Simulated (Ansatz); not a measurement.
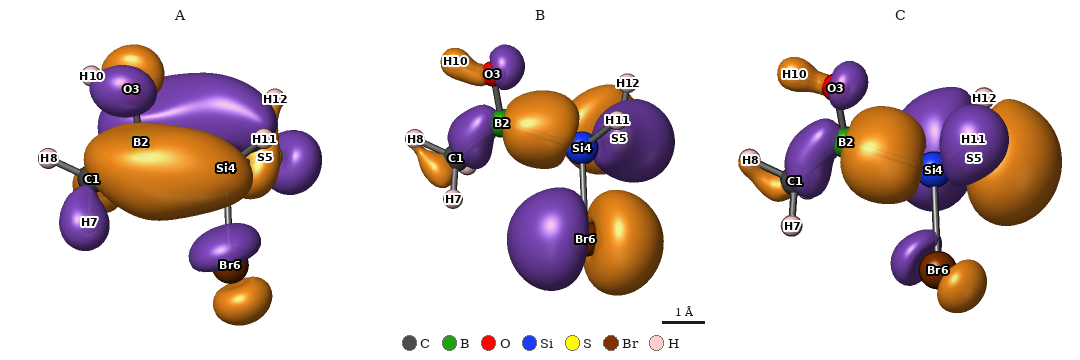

Figure 1: CH$_{6}$BBrOSSi. Three frontier orbitals at ±0.08 Å⁻³ᐟ² (orange and purple are the two phases), in no order.

Computed with RKS B3LYP/def2-SVP in Ansatz 0.2.0.

The calculation's input:

```
crystal:
  periodic: [false, false, false]
  atoms:
    - { symbol: C, position_ang: [-0.4774, 1.402, -0.3356] }
    - { symbol: B, position_ang: [0.4715, 0.4689, 0.4057] }
    - { symbol: O, position_ang: [1.6529, 1.0026, 1.0153] }
    - { symbol: Si, position_ang: [0.1592, -1.4164, 0.5149] }
    - { symbol: S, position_ang: [-0.0311, -2.2618, -1.4761] }
    - { symbol: Br, position_ang: [-1.8814, -1.7134, 1.5793] }
    - { symbol: H, position_ang: [-1.4977, 1.4002, 0.1374] }
    - { symbol: H, position_ang: [-0.1077, 2.5054, -0.3042] }
    - { symbol: H, position_ang: [-0.6088, 1.1576, -1.368] }
    - { symbol: H, position_ang: [2.3781, 0.9492, 0.3442] }
    - { symbol: H, position_ang: [1.1461, -2.1001, 1.2887] }
    - { symbol: H, position_ang: [1.25389, -1.84772, -1.8261] }
basis:
  gaussian: { orbitals: def2-SVP }
hamiltonian:
  xc: b3lyp
relax:
  f_tol: 0.015
  max_steps: 40
output:
  orbitals: {}
```

Run with:

```sh
ansatz run input.yaml --threads 2 --pin off --max-ram 3072MiB --backend cpu --events-out ev --progress --plain --runs-dir out
```

The fields are those of the relaxed geometry.

Which picture is the HOMO−1, the HOMO and the LUMO?

Answer. B is the HOMO−1 (−7.51 eV). Its weight (Hirshfeld) is mainly on Br6 (about 55 %), S5 (about 20 %), Si4 (about 10 %) and B2 (about 5 %); largely a combination of lone pairs on Br6 and S5. C is the HOMO (−6.73 eV). It lies mainly on S5 (about 60 %), Si4 (about 10 %) and B2 (about 10 %). A is the LUMO (−1.17 eV). Its weight (Hirshfeld) is mainly on B2 (about 35 %), Si4 (about 25 %), O3 (about 10 %), S5 (about 10 %) and Br6 (about 5 %).

What is the HOMO–LUMO gap?

Answer. 5.56 eV between the orbital energies.
